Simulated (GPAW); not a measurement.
# Screening of a field by Cr2CO2 MXene monolayer, part 2 of 2

Aim: the dipole that a field along the normal induces in Cr2CO2 MXene monolayer.

GPAW 26.7.0; GPAW, PAW setups; layer in a repeated cell with vacuum, relaxation of atoms and in-plane cell (the session's first sound run).

So far, upper work function (eV): step 3 (the slab's potential) 6.43.

### 6. Field on

Level of this step: GPAW, PAW setups; slab in vacuum (GPAW).

run.py

```python
import json
import numpy as np
from ase import Atoms
from gpaw import GPAW, PW
from gpaw.external import ConstantElectricField

slab = Atoms(
    ['O', 'Cr', 'C', 'Cr', 'O'],
    positions=[
        [-0.00000, 1.66600, 7.00000],
        [1.44280, 0.83301, 7.94698],
        [-0.00000, 0.00000, 9.23723],
        [-0.00000, 1.66600, 10.52748],
        [1.44280, 0.83301, 11.47447]],
    cell=[[2.88561, -0.0, 0.0], [-1.4428, 2.49901, 0.0], [0.0, 0.0, 18.4745]],
    pbc=[True, True, False],
    magmoms=[0.0, 2.0, 0.0, 2.0, 0.0])

slab.calc = GPAW(mode=PW(500), xc='PBE', kpts={'size': (12, 12, 1), 'gamma': True},
                 occupations={'name': 'fermi-dirac', 'width': 0.05}, nbands='160%',
                 convergence={'density': 1e-05}, maxiter=200,
                 poissonsolver={'dipolelayer': 'xy'},
                 external=ConstantElectricField(-0.05, [0, 0, 1]),
                 symmetry={'tolerance': 1e-3}, txt='slab.txt')
result = {}
energy = slab.get_potential_energy()
fermi = slab.calc.get_fermi_level()
v = slab.calc.get_electrostatic_potential().mean((0, 1)) - fermi
n = slab.calc.get_pseudo_density().mean((0, 1))
L = slab.cell[2, 2]
z = np.arange(len(v)) * L / len(v)
low, high = slab.positions[:, 2].min(), slab.positions[:, 2].max()
below, above = np.interp([low - 4.8, high + 4.8], z, v)
slopes = [np.interp(x, z, np.gradient(v, z)) for x in (low - 4.8, high + 4.8)]
eps = np.array([[slab.calc.get_eigenvalues(k, s) for k in range(len(slab.calc.get_ibz_k_points()))]
                for s in range(slab.calc.get_number_of_spins())]) - fermi
top, bottom = eps[eps < 0].max(), eps[eps > 0].min()
dipole = slab.get_dipole_moment()[2]
print(f'energy {energy:.4f} eV, Fermi level {fermi:.4f} eV, dipole {dipole:.5f} e A')
print(f'potential 4.8 A off the faces, from the Fermi level: lower {below:.4f} eV, upper {above:.4f} eV')
print(f'slope of the potential there: lower {slopes[0]:.5f}, upper {slopes[1]:.5f} eV/A')
print(f'nearest levels on the mesh: {top:.4f} and {bottom:.4f} eV')
print('magnetic moment', round(slab.get_magnetic_moment(), 3))
result.update(energy=energy, fermi=fermi, dipole=dipole, below=below, above=above, slopes=slopes, edges=[top, bottom],
              z=z.tolist(), v=v.tolist(), n=n.tolist(), positions=slab.positions.tolist(),
              forces=slab.get_forces(apply_constraint=False).tolist(), moments=slab.get_magnetic_moments().tolist())
json.dump(result, open('result.json', 'w'))
```

The run is started by

```console
$ OMP_NUM_THREADS=1 OPENBLAS_NUM_THREADS=1 python run.py
```

Log:

```text
energy -41.7864 eV, Fermi level -1.1743 eV, dipole -0.01106 e A
potential 4.8 A off the faces, from the Fermi level: lower 6.2848 eV, upper 6.5624 eV
slope of the potential there: lower -0.00021, upper 0.00021 eV/A
nearest levels on the mesh: -0.0203 and 0.0038 eV
magnetic moment 3.991
```

The job ended after 4.4 min (1 thread of Intel Xeon Platinum 8375C at 2.90GHz (Ice Lake), shared host; peak memory 0.49 GiB).

### 7. In a field

Edit run.py of step 6 so:

```diff
@@ -22,3 +22,3 @@
                  poissonsolver={'dipolelayer': 'xy'},
-                 external=ConstantElectricField(-0.05, [0, 0, 1]),
+                 external=ConstantElectricField(0.05, [0, 0, 1]),
                  symmetry={'tolerance': 1e-3}, txt='slab.txt')
```

Log:

```text
energy -41.7864 eV, Fermi level -1.1743 eV, dipole 0.01106 e A
potential 4.8 A off the faces, from the Fermi level: lower 6.5623 eV, upper 6.2849 eV
slope of the potential there: lower -0.00021, upper 0.00021 eV/A
nearest levels on the mesh: -0.0203 and 0.0038 eV
magnetic moment 3.991
```

It took 4.2 min on 1 thread; peak memory 0.49 GiB.

The electrostatic potential energy of an electron (without an applied field's), less the Fermi level, planar mean oscillates, so the rows of the table below give means over windows of 1.44 Å about each position, cut where the curve ends. Its maxima inside the range that stand out by 2 % of the span (Å: eV): 7.3: -10.8, 8.8: -5.90, 9.7: -5.95, 11.2: -11.0. Its minima: 7.0: -12.9, 8.0: -18.5, 9.2: -12.8, 10.5: -18.7, 11.5: -13.2.

Electrostatic potential energy of an electron (without an applied field's), less the Fermi level, planar mean against z; means over each step:

| z (Å) | electrostatic potential energy of an electron (without an applied field's), less the Fermi level, planar mean (eV) |
| --- | --- |
| 0.72 | 6.54 |
| 2.16 | 6.56 |
| 3.60 | 6.56 |
| 5.04 | 6.51 |
| 6.48 | -1.02 |
| 7.92 | -13.3 |
| 9.36 | -8.53 |
| 10.80 | -14.2 |
| 12.24 | 1.94 |
| 13.68 | 6.26 |
| 15.12 | 6.28 |
| 16.56 | 6.29 |
| 18.00 | 6.30 |

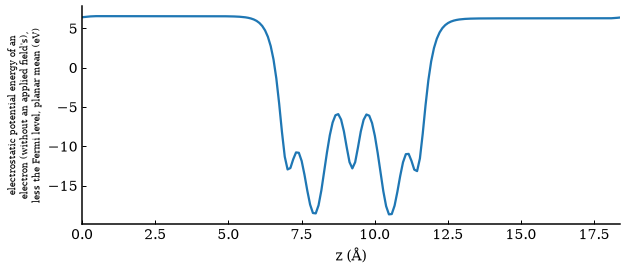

Electrostatic potential energy of an electron (without an applied field's), less the Fermi level, planar mean, plotted against z.

### 8. In a field

Edit run.py of step 7 so:

```diff
@@ -22,3 +22,3 @@
                  poissonsolver={'dipolelayer': 'xy'},
-                 external=ConstantElectricField(0.05, [0, 0, 1]),
+                 external=ConstantElectricField(0.1, [0, 0, 1]),
                  symmetry={'tolerance': 1e-3}, txt='slab.txt')
```

Log:

```text
energy -41.7872 eV, Fermi level -1.1745 eV, dipole 0.02213 e A
potential 4.8 A off the faces, from the Fermi level: lower 6.7015 eV, upper 6.1462 eV
slope of the potential there: lower -0.00021, upper 0.00021 eV/A
nearest levels on the mesh: -0.0203 and 0.0038 eV
magnetic moment 3.991
```

Run time: 5 min. Hardware: 1 thread; peak memory 0.49 GiB.

The electrostatic potential energy of an electron (without an applied field's), less the Fermi level, planar mean oscillates, so the rows of the table below give means over windows of 1.44 Å about each position, cut where the curve ends. Its maxima inside the range that stand out by 2 % of the span (Å: eV): 7.3: -10.7, 8.8: -5.88, 9.7: -5.97, 11.2: -11.1. Its minima: 7.0: -12.8, 8.0: -18.5, 9.2: -12.8, 10.5: -18.7, 11.5: -13.3.

Electrostatic potential energy of an electron (without an applied field's), less the Fermi level, planar mean against z; means over each step:

| z (Å) | electrostatic potential energy of an electron (without an applied field's), less the Fermi level, planar mean (eV) |
| --- | --- |
| 0.72 | 6.67 |
| 2.16 | 6.70 |
| 3.60 | 6.70 |
| 5.04 | 6.64 |
| 6.48 | -0.894 |
| 7.92 | -13.3 |
| 9.36 | -8.53 |
| 10.80 | -14.3 |
| 12.24 | 1.81 |
| 13.68 | 6.12 |
| 15.12 | 6.15 |
| 16.56 | 6.15 |
| 18.00 | 6.17 |

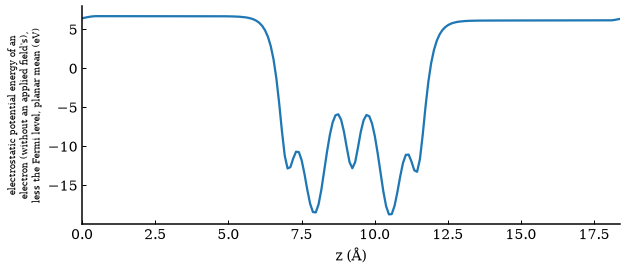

Electrostatic potential energy of an electron (without an applied field's), less the Fermi level, planar mean, plotted against z.

The dipole is now 0.0221 e Å, against -1.9e-4 in the run without a field.

### 9. In a field

Edit run.py of step 8 so:

```diff
@@ -22,3 +22,3 @@
                  poissonsolver={'dipolelayer': 'xy'},
-                 external=ConstantElectricField(0.1, [0, 0, 1]),
+                 external=ConstantElectricField(0.2, [0, 0, 1]),
                  symmetry={'tolerance': 1e-3}, txt='slab.txt')
```

Log:

```text
energy -41.7905 eV, Fermi level -1.1751 eV, dipole 0.04428 e A
potential 4.8 A off the faces, from the Fermi level: lower 6.9803 eV, upper 5.8693 eV
slope of the potential there: lower -0.00022, upper 0.00021 eV/A
nearest levels on the mesh: -0.0203 and 0.0038 eV
magnetic moment 3.991
```

It took 5.7 min on 1 thread; peak memory 0.49 GiB.

The dipole is now 0.0443 e Å, against -1.9e-4 in the run without a field.

### 10. In a field

Edit run.py of step 9 so:

```diff
@@ -22,3 +22,3 @@
                  poissonsolver={'dipolelayer': 'xy'},
-                 external=ConstantElectricField(0.2, [0, 0, 1]),
+                 external=ConstantElectricField(0.3, [0, 0, 1]),
                  symmetry={'tolerance': 1e-3}, txt='slab.txt')
```

Log:

```text
energy -41.7961 eV, Fermi level -1.1761 eV, dipole 0.06644 e A
potential 4.8 A off the faces, from the Fermi level: lower 7.2599 eV, upper 5.5926 eV
slope of the potential there: lower -0.00022, upper 0.00021 eV/A
nearest levels on the mesh: -0.0203 and 0.0038 eV
magnetic moment 3.991
```

Wall time 5.3 min (1 thread); peak memory 0.48 GiB.

The dipole is now 0.0664 e Å, against -1.9e-4 in the run without a field.

### 11. The series

The members are put on one axis.

This step: induced dipole against applied field (GPAW 26.7.0).

The dipole along the normal by field:

| field (V/Å) | dipole along the normal (e·Å) |
| --- | --- |
| -0.200 | -0.0443 |
| -0.100 | -0.0221 |
| -0.050 | -0.0111 |
| 0.000 | -1.9e-4 |
| 0.050 | 0.0111 |
| 0.100 | 0.0221 |
| 0.200 | 0.0443 |
| 0.300 | 0.0664 |

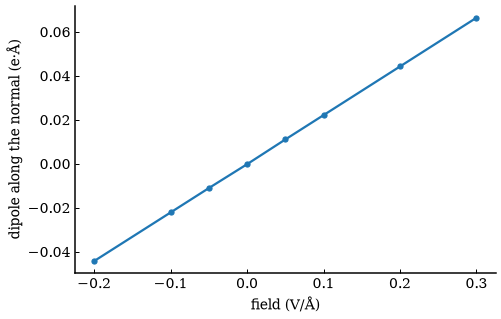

Dipole along the normal, plotted against field.

### 12. A changed run

One more run, with changed settings.

This step: GPAW, PAW setups; slab in vacuum (GPAW 26.7.0).

Edit run.py of step 10 so:

```diff
@@ -4,3 +4,2 @@
 from gpaw import GPAW, PW
-from gpaw.external import ConstantElectricField
 
@@ -18,7 +17,6 @@
 
-slab.calc = GPAW(mode=PW(500), xc='PBE', kpts={'size': (12, 12, 1), 'gamma': True},
+slab.calc = GPAW(mode=PW(500), xc='PBE', kpts={'size': (1, 1, 1), 'gamma': True},
                  occupations={'name': 'fermi-dirac', 'width': 0.05}, nbands='160%',
-                 convergence={'density': 1e-05}, maxiter=200,
+                 convergence={'density': 1e-05}, maxiter=75,
                  poissonsolver={'dipolelayer': 'xy'},
-                 external=ConstantElectricField(0.3, [0, 0, 1]),
                  symmetry={'tolerance': 1e-3}, txt='slab.txt')
```

Log:

```text
energy -35.3254 eV, Fermi level -0.9430 eV, dipole -0.00019 e A
potential 4.8 A off the faces, from the Fermi level: lower 6.3823 eV, upper 6.3934 eV
slope of the potential there: lower -0.00023, upper 0.00023 eV/A
nearest levels on the mesh: -0.0011 and 0.3992 eV
magnetic moment 5.968
```

Wall time 8.2 s (1 thread); peak memory 0.18 GiB.

The run finished. A setting was moved off its sound value on purpose, so it serves as a test and not as the result.

The fault put into the input: one k-point (kpts = [1, 1]).

The two runs compared:

| quantity | this run | sound run | difference |
| --- | --- | --- | --- |
| upper work function (eV) | 6.3934 | 6.4294 | -0.0360 |
| lower work function (eV) | 6.3823 | 6.4182 | -0.0359 |
| sum of the site moments (μB) | 5.0489 | 3.9154 | 1.13 |

The two runs differ clearly in the sum of the site moments: 5.05 μB against 3.92 μB.

### 13. Results

```yaml
work_function_upper_and_lower_face: 6.429 and 6.418 eV
dipole_along_the_normal: -1.9e-4 e Å, near the numerical noise
induced_dipole_per_field: 0.221 e Å per V/Å
out_of_plane_polarisability_per_area_alpha_eps_0_a: 5.56 Å
```

**Reading.** The field induces 0.221 e Å per V/Å, a polarisable thickness α/(ε0 A) of 5.56 Å beside 4.47 Å between the outermost nuclei. A perfect conductor would give the distance between its two image planes; a dielectric of thickness t gives t(1 - 1/ε). The induced dipole is linear in the field over this range. One magnetic start was tried; another order may lie lower. The layer's cell and atoms come from the relaxation; spin-orbit coupling and temperature are left out.

[Logs are printed without paths, hosts, clocks, repeated set-up lines and the standing remarks that a program may print on its own settings, such as how far it seeks lower states.]

[Hosts, paths, dates, database ids (printed as entryN), source tags and the programs' standing remarks are cut or masked in the printed files.]
